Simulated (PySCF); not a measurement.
## A study: VS(OH)3 (H$_{3}$O$_{3}$SV)

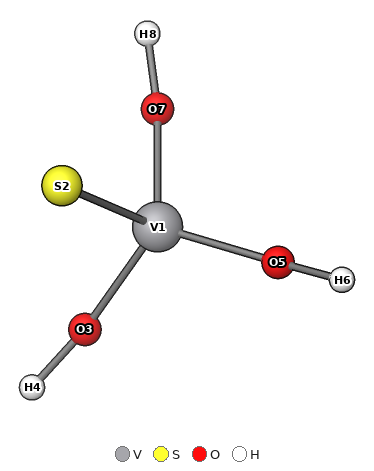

The molecule, with its atoms numbered as below. No frequency check shows the geometry to be a minimum.

Cartesian coordinates (Å):

```
V1      -0.3582   -0.0007    0.0002
S2       1.7053   -0.0010    0.0033
O3      -0.7053    1.2150    1.0189
H4      -0.7216    1.9505    1.6315
O5      -0.7067   -1.4914    0.5375
H6      -0.7238   -2.3930    0.8589
O7      -0.7015    0.2795   -1.5619
H8      -0.6915    0.4489   -2.5047
```

## 1. Bonding charge

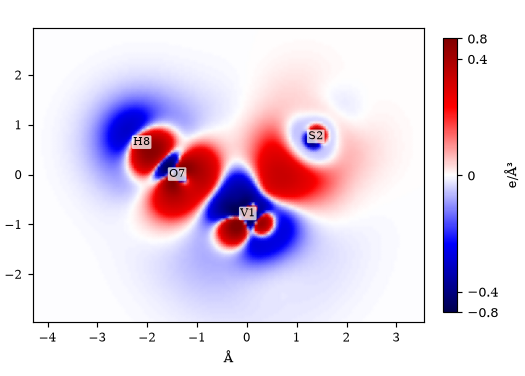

Deformation density (molecule less spherical, spin-averaged free atoms) in the plane of V1, S2, O7 and H8; colour scale in e/Å³, logarithmic beyond ±0.1; red: gain, blue: loss.

Computed with PySCF, PBE/def2-SVP, geometry: GFN2-xTB. This is a single-reference result, which may miss multireference character in this system.

> Describe the bonding that the map shows.

O7–H8: +0.66 e/Å³ at the bond critical point (bond length 0.96 Å, Mayer order 0.9). V1–S2: +0.21 e/Å³ at the bond critical point (bond length 2.06 Å, Mayer order 2.2). V1–O7: +0.03 e/Å³ at the bond critical point (bond length 1.62 Å, Mayer order 1.2); up to 0.6 Å beside the axis the gain reaches +0.22 e/Å³. In all, 1.8 electrons gather in the regions of gain relative to the promolecule. A small or negative value marks a very polar bond, one between electron-rich atoms, whose free-atom densities already overlap strongly, a long bond to a heavier atom, or a closed-shell contact such as a hydrogen bond.

> Where do the Hirshfeld charges lie?

The highest Hirshfeld charge is on V1 (+0.45 e), the lowest on S2 (−0.28 e).

## 2. Bond critical points

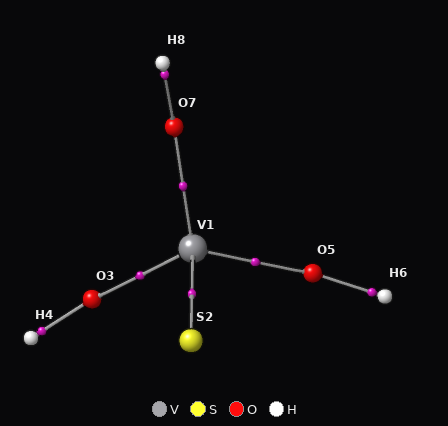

Molecular graph of the electron density (QTAIM): bond paths, bond critical points (magenta), ring points (cyan, if any); weak paths are dashed.

> How many critical points of each kind are there, and does the count close?

8 nuclei, 7 bond, 0 ring and 0 cage critical points: 8 − 7 + 0 − 0 = 1, as the Poincaré–Hopf relation requires.

> Tabulate density, Laplacian, ellipticity and energy density at the bond critical points (atomic units).

```tsv
bond	length (Å)	ρ (a.u.)	∇²ρ (a.u.)	ε	H (a.u.)
O3–H4 (3 alike)	0.957	0.346	−2.42	0.00	−0.670
V1–O5 (3 alike)	1.622	0.221	+1.19	0.02	−0.116
V1–S2	2.064	0.134	+0.16	0.00	−0.066
```

> What kind of interaction is V1–S2?

Polar or intermediate (positive Laplacian, negative energy density H): ρ = 0.134, ∇²ρ = +0.16, H = −0.066 a.u.

## 3. Local ionisation energy

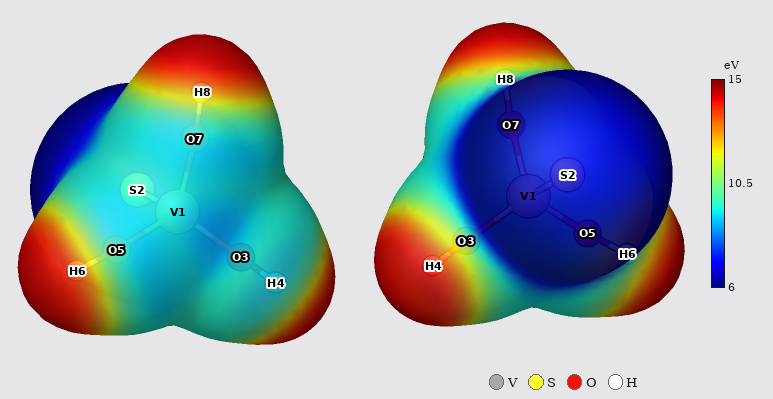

Average local ionisation energy on the surface of electron density 0.001 a.u. (back view left, front view right).

> Locate the minima of the map.

The lowest value is 6.1 eV, 2.2 Å from S2, and at like points elsewhere. Further minima include 8.6 eV, off the V1–O7 bond (2.0 to 2.3 Å from its atoms). For comparison, the highest occupied orbital lies at −4.9 eV.

## 4. In an electric field

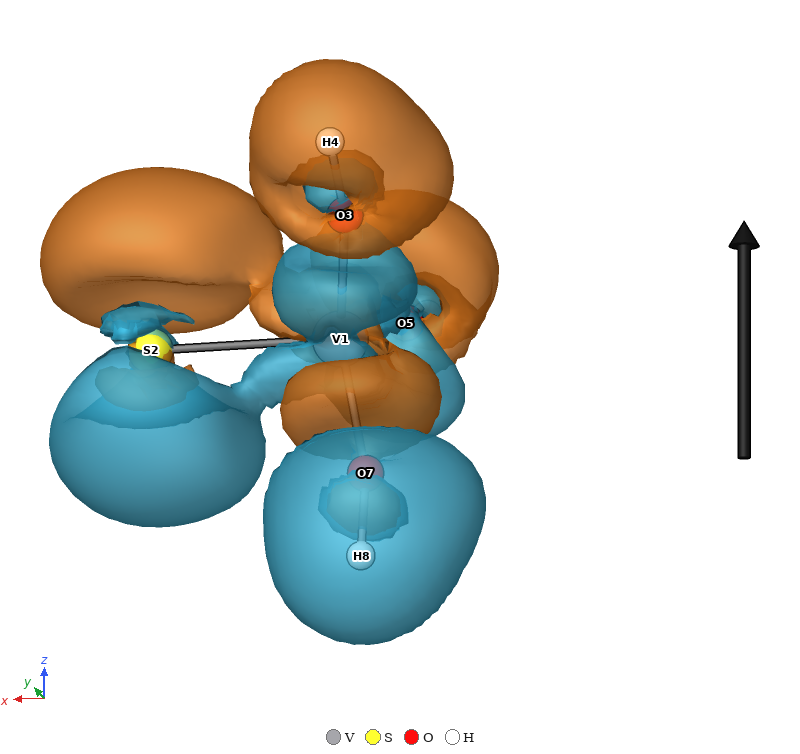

Change of the electron density in a uniform field of 0.10 V/Å along +z (arrow), surfaces at ±0.0005 e/Å³ (light blue: gain, orange: loss).

Level of theory: B3LYP/def2-SVPD (PySCF), at a geometry from GFN2-xTB. This is a single-reference result, which may miss multireference character in this system.

> How large is the response?

The induced dipole is 0.32 D (along the field); α along this axis, from the fields in both directions, is 64 bohr³ (9.4 Å³).

> Which atoms gain and lose the most charge?

Electrons gather most on H8 (Hirshfeld charge changes by −0.005 e) and leave H4 most (+0.003 e); 0.027 electrons are displaced in all.

The PySCF runs shown took 43 s and 84 s on 1 thread of Intel(R) Xeon(R) Processor @ 2.50GHz (Skylake/Cascade Lake), with other jobs on the host.
